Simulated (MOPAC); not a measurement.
## C$_{2}$H$_{10}$OSi$_{2}$: geometry relaxation (part 2 of 2)

C$_{2}$H$_{10}$OSi$_{2}$; MNDOD, closed shell (MOPAC 23.2.5). The atoms were displaced at random from an optimised geometry.

Geometry of the input (Å):
```
C  -2.6409  0.3068  -0.2570
Si -1.1707  -0.6788  -0.8944
O  0.2099  0.2032  -0.7685
Si 1.3369  0.8416  0.1838
C  2.4728  -0.4618  0.8312
H  -2.4935  0.5897  0.8078
H  -2.7575  1.2215  -0.8368
H  -3.5449  -0.2902  -0.3211
H  -1.0158  -1.9080  -0.0623
H  -1.3743  -1.0419  -2.2956
H  2.0943  1.8493  -0.6149
H  0.6959  1.5461  1.3112
H  1.9321  -1.1980  1.4336
H  2.9977  -0.9884  0.0216
H  3.2403  -0.0087  1.4800
```

## Output, continued
```
   PARAMETER     ATOM    TYPE            VALUE        GRADIENT
      1          1  C    CARTESIAN X    -2.873109     -0.001868  KCAL/ANGSTROM
      2          1  C    CARTESIAN Y     0.204589     -0.003035  KCAL/ANGSTROM
      3          1  C    CARTESIAN Z    -0.335295     -0.000732  KCAL/ANGSTROM
      4          2 Si    CARTESIAN X    -1.320775      0.001194  KCAL/ANGSTROM
      5          2 Si    CARTESIAN Y    -0.631921     -0.001546  KCAL/ANGSTROM
      6          2 Si    CARTESIAN Z    -0.981912      0.003145  KCAL/ANGSTROM
      7          3  O    CARTESIAN X     0.088905     -0.001953  KCAL/ANGSTROM
      8          3  O    CARTESIAN Y     0.096747      0.005147  KCAL/ANGSTROM
      9          3  O    CARTESIAN Z    -0.360641      0.002807  KCAL/ANGSTROM
     10          4 Si    CARTESIAN X     1.526994      0.002252  KCAL/ANGSTROM
     11          4 Si    CARTESIAN Y     0.851065      0.002462  KCAL/ANGSTROM
     12          4 Si    CARTESIAN Z     0.156209     -0.002125  KCAL/ANGSTROM
     13          5  C    CARTESIAN X     2.715176      0.000178  KCAL/ANGSTROM
     14          5  C    CARTESIAN Y    -0.382705      0.000458  KCAL/ANGSTROM
     15          5  C    CARTESIAN Z     0.926816     -0.000386  KCAL/ANGSTROM
     16          6  H    CARTESIAN X    -2.935858     -0.005900  KCAL/ANGSTROM
     17          6  H    CARTESIAN Y     0.159302      0.004861  KCAL/ANGSTROM
     18          6  H    CARTESIAN Z     0.778157      0.001140  KCAL/ANGSTROM
     19          7  H    CARTESIAN X    -2.918450     -0.007229  KCAL/ANGSTROM
     20          7  H    CARTESIAN Y     1.279845      0.002495  KCAL/ANGSTROM
     21          7  H    CARTESIAN Z    -0.631189     -0.004619  KCAL/ANGSTROM
     22          8  H    CARTESIAN X    -3.786944     -0.001298  KCAL/ANGSTROM
     23          8  H    CARTESIAN Y    -0.292010     -0.004373  KCAL/ANGSTROM
     24          8  H    CARTESIAN Z    -0.741394     -0.000644  KCAL/ANGSTROM
     25          9  H    CARTESIAN X    -1.333254      0.000257  KCAL/ANGSTROM
     26          9  H    CARTESIAN Y    -1.999446      0.000186  KCAL/ANGSTROM
     27          9  H    CARTESIAN Z    -0.605624      0.002839  KCAL/ANGSTROM
     28         10  H    CARTESIAN X    -1.302789      0.005883  KCAL/ANGSTROM
     29         10  H    CARTESIAN Y    -0.558186     -0.003542  KCAL/ANGSTROM
     30         10  H    CARTESIAN Z    -2.397844      0.001287  KCAL/ANGSTROM
     31         11  H    CARTESIAN X     2.153191     -0.002544  KCAL/ANGSTROM
     32         11  H    CARTESIAN Y     1.477273      0.001947  KCAL/ANGSTROM
     33         11  H    CARTESIAN Z    -0.951213      0.000091  KCAL/ANGSTROM
     34         12  H    CARTESIAN X     1.202990      0.003254  KCAL/ANGSTROM
     35         12  H    CARTESIAN Y     1.849443     -0.000463  KCAL/ANGSTROM
     36         12  H    CARTESIAN Z     1.110200      0.001670  KCAL/ANGSTROM
     37         13  H    CARTESIAN X     2.267029      0.002711  KCAL/ANGSTROM
     38         13  H    CARTESIAN Y    -0.892420     -0.001727  KCAL/ANGSTROM
     39         13  H    CARTESIAN Z     1.812876     -0.001147  KCAL/ANGSTROM
     40         14  H    CARTESIAN X     3.018360      0.000057  KCAL/ANGSTROM
     41         14  H    CARTESIAN Y    -1.174741     -0.000676  KCAL/ANGSTROM
     42         14  H    CARTESIAN Z     0.201190     -0.003239  KCAL/ANGSTROM
     43         15  H    CARTESIAN X     3.646174      0.005007  KCAL/ANGSTROM
     44         15  H    CARTESIAN Y     0.128474     -0.002194  KCAL/ANGSTROM
     45         15  H    CARTESIAN Z     1.271331     -0.000086  KCAL/ANGSTROM

   ATOM   CHEMICAL          X               Y               Z
  NUMBER   SYMBOL      (ANGSTROMS)     (ANGSTROMS)     (ANGSTROMS)

     1       C         -2.87310915  *   0.20458895  *  -0.33529512  *
     2      Si         -1.32077503  *  -0.63192092  *  -0.98191247  *
     3       O          0.08890455  *   0.09674713  *  -0.36064125  *
     4      Si          1.52699427  *   0.85106481  *   0.15620925  *
     5       C          2.71517634  *  -0.38270463  *   0.92681648  *
     6       H         -2.93585805  *   0.15930165  *   0.77815720  *
     7       H         -2.91844979  *   1.27984466  *  -0.63118897  *
     8       H         -3.78694350  *  -0.29201021  *  -0.74139362  *
     9       H         -1.33325378  *  -1.99944587  *  -0.60562426  *
    10       H         -1.30278936  *  -0.55818612  *  -2.39784431  *
    11       H          2.15319131  *   1.47727253  *  -0.95121289  *
    12       H          1.20299050  *   1.84944274  *   1.11019954  *
    13       H          2.26702943  *  -0.89241995  *   1.81287624  *
    14       H          3.01836025  *  -1.17474119  *   0.20119034  *
    15       H          3.64617440  *   0.12847430  *   1.27133107  *

                             CARTESIAN COORDINATES

   1    C       -2.873109152     0.204588949    -0.335295125
   2   Si       -1.320775032    -0.631920920    -0.981912473
   3    O        0.088904548     0.096747134    -0.360641248
   4   Si        1.526994270     0.851064806     0.156209248
   5    C        2.715176343    -0.382704628     0.926816477
   6    H       -2.935858048     0.159301651     0.778157196
   7    H       -2.918449790     1.279844661    -0.631188972
   8    H       -3.786943501    -0.292010214    -0.741393624
   9    H       -1.333253779    -1.999445866    -0.605624256
  10    H       -1.302789356    -0.558186120    -2.397844312
  11    H        2.153191307     1.477272533    -0.951212891
  12    H        1.202990499     1.849442743     1.110199535
  13    H        2.267029425    -0.892419950     1.812876238
  14    H        3.018360251    -1.174741195     0.201190336
  15    H        3.646174398     0.128474295     1.271331073

           Empirical Formula: C2 H10 O Si2  =    15 atoms

      MOLECULAR POINT GROUP   :   C2

                  EIGENVALUES
 -41.06481 -31.22693 -31.16845 -20.23101 -17.14680 -16.16188 -15.70009 -15.44501
 -14.56788 -14.45610 -14.26072 -14.08882 -13.24363 -12.93723 -12.28297 -11.99599
   1.14044   2.35300   2.59306   2.90709   2.99358   3.26306   3.39615   3.68059
   3.90824   4.00950   4.09555   4.81646   5.21209   5.21780  12.58953  12.63224
  12.96305  13.01895  13.43280  13.51195  13.84262  14.26266  14.33896  15.40165

              NET ATOMIC CHARGES AND DIPOLE CONTRIBUTIONS

  ATOM NO.   TYPE          CHARGE      No. of ELECS.   s-Pop       p-Pop       d-Pop
    1          C          -0.297311        4.2973     1.26370     3.03362
    2         Si           1.091766        2.9082     0.95277     1.57969     0.37577
    3          O          -0.623539        6.6235     1.70020     4.92334
    4         Si           1.091789        2.9082     0.95279     1.57967     0.37575
    5          C          -0.297339        4.2973     1.26371     3.03363
    6          H           0.034043        0.9660     0.96596
    7          H           0.034614        0.9654     0.96539
    8          H           0.035515        0.9645     0.96449
    9          H          -0.293969        1.2940     1.29397
   10          H          -0.292918        1.2929     1.29292
   11          H          -0.292902        1.2929     1.29290
   12          H          -0.293897        1.2939     1.29390
   13          H           0.034026        0.9660     0.96597
   14          H           0.034596        0.9654     0.96540
   15          H           0.035527        0.9645     0.96447
 DIPOLE           X         Y         Z       TOTAL
 POINT-CHG.    -0.088    -0.097     0.348     0.371
 HYBRID        -0.084    -0.091     0.327     0.350
 SUM           -0.173    -0.188     0.675     0.721

          ATOMIC ORBITAL ELECTRON POPULATIONS

     Atom    s        px        py        pz      x^2-y^2     xz        z^2       yz        xy
    1  C   1.26370   1.08873   0.98085   0.96404
    2 Si   0.95277   0.47485   0.54743   0.55741   0.10625   0.06963   0.09272   0.03084   0.07633
    3  O   1.70020   1.48125   1.70495   1.73714
    4 Si   0.95279   0.46681   0.54551   0.56735   0.07771   0.08414   0.04229   0.08245   0.08916
    5  C   1.26371   1.02849   1.02870   0.97644
    6  H   0.96596
    7  H   0.96539
    8  H   0.96449
    9  H   1.29397
   10  H   1.29292
   11  H   1.29290
   12  H   1.29390
   13  H   0.96597
   14  H   0.96540
   15  H   0.96447

           MULLIKEN POPULATION ANALYSIS

        MULLIKEN POPULATIONS AND CHARGES

      NO.  ATOM   POPULATION      CHARGE
        1    C     4.649703     -0.649703
        2   Si     1.949353      2.050647
        3    O     6.970630     -0.970630
        4   Si     1.949429      2.050571
        5    C     4.649682     -0.649682
        6    H     0.973254      0.026746
        7    H     0.972492      0.027508
        8    H     0.973484      0.026516
        9    H     1.499471     -0.499471
       10    H     1.496943     -0.496943
       11    H     1.496920     -0.496920
       12    H     1.499392     -0.499392
       13    H     0.973277      0.026723
       14    H     0.972517      0.027483
       15    H     0.973454      0.026546

 *                    *
 * JOB ENDED NORMALLY *
 *                    *

 TOTAL JOB TIME:             0.63 SECONDS

 == MOPAC DONE ==
```

## Trajectory as extended XYZ (Å, eV, eV/Å), 7 of the 98 frames kept, from step=0 to step=97
```
15
Properties=species:S:1:pos:R:3:forces:R:3 step=0 energy=-4.60686
C    -2.6409    0.3068   -0.2570    1.1225  -0.4639   0.3438
Si   -1.1707   -0.6788   -0.8944   -2.7514  -2.8997  -0.6010
O     0.2099    0.2032   -0.7685   -0.8381  -0.3027  -2.2522
Si    1.3369    0.8416    0.1838    3.2917   3.9579   2.2176
C     2.4728   -0.4618    0.8312    0.3384   0.3209   0.1315
H    -2.4935    0.5897    0.8078   -0.0275   0.0857   0.2547
H    -2.7575    1.2215   -0.8368   -0.2862   0.8964  -0.5349
H    -3.5449   -0.2902   -0.3211   -1.0912  -0.5302  -0.0872
H    -1.0158   -1.9080   -0.0623   -0.2303   0.9400  -0.8153
H    -1.3743   -1.0419   -2.2956    0.0844   0.1152   0.8549
H     2.0943    1.8493   -0.6149   -0.5641  -0.8242   0.7888
H     0.6959    1.5461    1.3112    0.5137  -0.4104  -0.6783
H     1.9321   -1.1980    1.4336   -0.4043  -0.7047   0.4958
H     2.9977   -0.9884    0.0216    0.3315  -0.3931  -0.5154
H     3.2403   -0.0087    1.4800    0.5109   0.2128   0.3972
15
Properties=species:S:1:pos:R:3:forces:R:3 step=16 energy=-5.24173
C    -2.7034    0.2770   -0.2791   -0.0818   0.2385   0.0062
Si   -1.2596   -0.7142   -0.9342   -0.0677  -0.0230  -0.4340
O     0.1786    0.1734   -0.7136    0.1797   0.0936   0.1065
Si    1.4308    0.8994    0.2003   -0.0285  -0.0549   0.0386
C     2.5659   -0.4369    0.8743   -0.1693  -0.0196   0.0941
H    -2.5271    0.5395    0.7934   -0.1744   0.0113   0.0036
H    -2.8446    1.2369   -0.8426    0.0339  -0.1714   0.0901
H    -3.6574   -0.2915   -0.3548   -0.0817  -0.0281   0.0594
H    -1.1511   -1.9405   -0.2330   -0.0520  -0.0691  -0.0279
H    -1.4622   -0.9821   -2.3231    0.1209   0.0149   0.2460
H     2.1575    1.7920   -0.6177   -0.0063   0.0518  -0.0539
H     0.8564    1.6254    1.2847    0.0842  -0.0317  -0.1128
H     1.9656   -1.1752    1.4675    0.2131   0.0777   0.0447
H     3.0638   -1.0010    0.0544    0.0913  -0.0506  -0.0841
H     3.3666   -0.0153    1.5268   -0.0617  -0.0394   0.0236
15
Properties=species:S:1:pos:R:3:forces:R:3 step=32 energy=-5.32299
C    -2.8568    0.2233   -0.3097   -0.0389   0.0144   0.0074
Si   -1.3319   -0.6267   -1.0026    0.0010  -0.0158   0.0287
O     0.0990    0.0740   -0.3990    0.0309  -0.0199   0.0001
Si    1.5210    0.8348    0.1519    0.0242  -0.0164  -0.0064
C     2.7188   -0.3773    0.9442   -0.0133  -0.0044   0.0192
H    -2.7914    0.3677    0.7958    0.0066  -0.0168  -0.0241
H    -3.0198    1.2272   -0.7690    0.0175   0.0043   0.0032
H    -3.7701   -0.3870   -0.5097   -0.0110   0.0079  -0.0140
H    -1.3643   -1.9959   -0.6380    0.0236  -0.0278   0.0158
H    -1.3370   -0.5480   -2.4176   -0.0102   0.0218  -0.0051
H     2.1661    1.4610   -0.9427   -0.0008   0.0538  -0.0100
H     1.1598    1.8229    1.1036    0.0179   0.0129  -0.0084
H     2.2070   -1.0361    1.6854    0.0173  -0.0218   0.0070
H     3.2113   -1.0342    0.1876   -0.0473   0.0022   0.0091
H     3.5301    0.1655    1.4876   -0.0175   0.0055  -0.0227
15
Properties=species:S:1:pos:R:3:forces:R:3 step=48 energy=-5.33401
C    -2.8723    0.2098   -0.3391    0.0022  -0.0018  -0.0027
Si   -1.3215   -0.6369   -0.9760   -0.0013  -0.0023  -0.0040
O     0.0872    0.0938   -0.3554    0.0041  -0.0036  -0.0060
Si    1.5255    0.8515    0.1554    0.0069   0.0043   0.0054
C     2.7177   -0.3813    0.9215    0.0057   0.0046   0.0073
H    -2.9479    0.1537    0.7730   -0.0009   0.0009   0.0002
H    -2.9014    1.2885   -0.6243   -0.0045   0.0001  -0.0004
H    -3.7870   -0.2719   -0.7607   -0.0009  -0.0003   0.0008
H    -1.3390   -2.0021   -0.5909    0.0002   0.0045   0.0008
H    -1.2972   -0.5733   -2.3924   -0.0053   0.0011   0.0001
H     2.1474    1.4802   -0.9531   -0.0022  -0.0037  -0.0007
H     1.2017    1.8496    1.1099    0.0023  -0.0034   0.0028
H     2.2597   -0.9178    1.7865    0.0015  -0.0009   0.0023
H     3.0478   -1.1520    0.1847   -0.0038   0.0025   0.0004
H     3.6336    0.1356    1.2971   -0.0040  -0.0019  -0.0063
15
Properties=species:S:1:pos:R:3:forces:R:3 step=65 energy=-5.33420
C    -2.8721    0.2094   -0.3374    0.0007  -0.0009   0.0005
Si   -1.3223   -0.6352   -0.9798    0.0010   0.0008  -0.0002
O     0.0902    0.0916   -0.3627   -0.0001  -0.0002   0.0009
Si    1.5245    0.8504    0.1584   -0.0010  -0.0011  -0.0003
C     2.7187   -0.3804    0.9246   -0.0012  -0.0007  -0.0014
H    -2.9413    0.1598    0.7754    0.0020   0.0004   0.0005
H    -2.9082    1.2861   -0.6290   -0.0013   0.0011  -0.0004
H    -3.7872   -0.2791   -0.7504   -0.0001   0.0002  -0.0001
H    -1.3394   -2.0008   -0.5967    0.0007  -0.0004  -0.0011
H    -1.3047   -0.5680   -2.3960    0.0014  -0.0005   0.0000
H     2.1502    1.4829   -0.9458   -0.0041   0.0013  -0.0001
H     1.1938    1.8440    1.1151    0.0039  -0.0014   0.0003
H     2.2727   -0.9001    1.8059   -0.0036   0.0016   0.0008
H     3.0292   -1.1648    0.1938    0.0002  -0.0023  -0.0004
H     3.6453    0.1348    1.2748    0.0014   0.0020   0.0009
15
Properties=species:S:1:pos:R:3:forces:R:3 step=81 energy=-5.33424
C    -2.8722    0.2085   -0.3372    0.0004   0.0002  -0.0002
Si   -1.3222   -0.6340   -0.9816    0.0005   0.0004   0.0003
O     0.0891    0.0907   -0.3591    0.0002  -0.0004   0.0000
Si    1.5246    0.8496    0.1581    0.0012  -0.0001   0.0000
C     2.7190   -0.3802    0.9253    0.0009   0.0001  -0.0007
H    -2.9372    0.1620    0.7760   -0.0009   0.0004   0.0009
H    -2.9117    1.2843   -0.6319   -0.0011   0.0001   0.0006
H    -3.7876   -0.2832   -0.7457    0.0003  -0.0003   0.0000
H    -1.3395   -2.0011   -0.6042    0.0002  -0.0007  -0.0002
H    -1.3025   -0.5612   -2.3975    0.0003  -0.0003  -0.0009
H     2.1471    1.4805   -0.9488    0.0007   0.0002  -0.0003
H     1.1974    1.8450    1.1141   -0.0003   0.0002   0.0004
H     2.2743   -0.8938    1.8108   -0.0015   0.0002  -0.0001
H     3.0256   -1.1693    0.1979   -0.0011   0.0002   0.0001
H     3.6477    0.1350    1.2699    0.0001  -0.0001   0.0002
15
Properties=species:S:1:pos:R:3:forces:R:3 step=97 energy=-5.33425
C    -2.8731    0.2046   -0.3353    0.0001   0.0001   0.0000
Si   -1.3208   -0.6319   -0.9819   -0.0001   0.0001  -0.0001
O     0.0889    0.0967   -0.3606    0.0001  -0.0002  -0.0001
Si    1.5270    0.8511    0.1562   -0.0001  -0.0001   0.0001
C     2.7152   -0.3827    0.9268    0.0000   0.0000   0.0000
H    -2.9359    0.1593    0.7782    0.0003  -0.0002   0.0000
H    -2.9184    1.2798   -0.6312    0.0003  -0.0001   0.0002
H    -3.7869   -0.2920   -0.7414    0.0001   0.0002   0.0000
H    -1.3333   -1.9994   -0.6056    0.0000   0.0000  -0.0001
H    -1.3028   -0.5582   -2.3978   -0.0003   0.0002  -0.0001
H     2.1532    1.4773   -0.9512    0.0001  -0.0001   0.0000
H     1.2030    1.8494    1.1102   -0.0001   0.0000  -0.0001
H     2.2670   -0.8924    1.8129   -0.0001   0.0001   0.0001
H     3.0184   -1.1747    0.2012    0.0000   0.0000   0.0001
H     3.6462    0.1285    1.2713   -0.0002   0.0001   0.0000
```

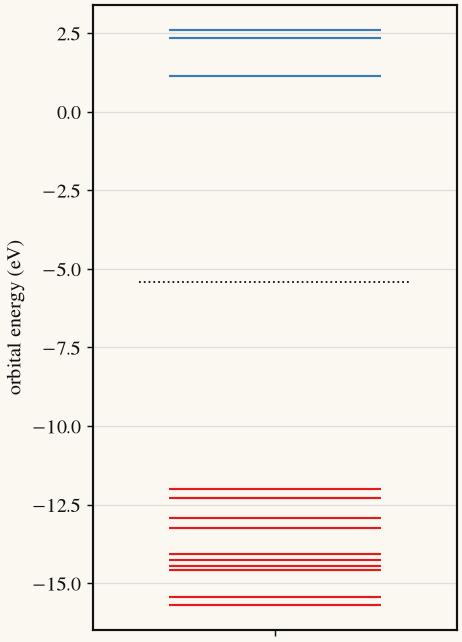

*Orbital energies near the frontier; the dotted line parts filled from empty levels, and levels within 0.02 eV of each other stand side by side.*

Highest filled −12.00 eV, lowest empty 1.14 eV, 13.14 eV apart.

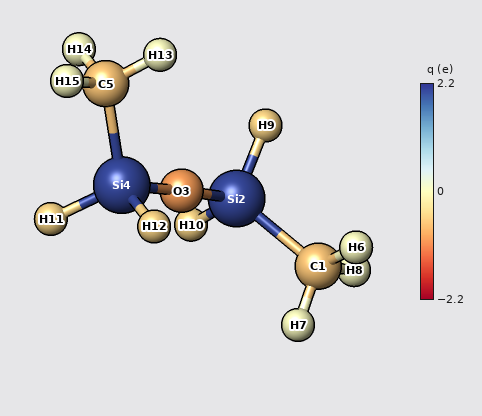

*Mulliken charges, as the colour of each atom (ball-and-stick view, seen at a tilt; atoms are numbered from 1 in the order of the input).*

By element: C −0.65, Si +2.05, O −0.97 and H −0.50 to +0.03 e.

## Results in brief

| quantity | value |
| --- | --- |
| outcome | converged |
| total energy | −32.937942 hartree |
| dispersion energy | 0.000000 hartree |
| heat of formation | −123.01 kcal/mol |
| basis functions | 40 |
| largest force | 0.000 eV/Å |
| HOMO | −12.00 eV |
| LUMO | 1.14 eV |
| dipole moment | 0.72 D |
| wall time | 0.66 s |
| peak memory | 0.073 GiB |

MOPAC's energies along a path are heats of formation.
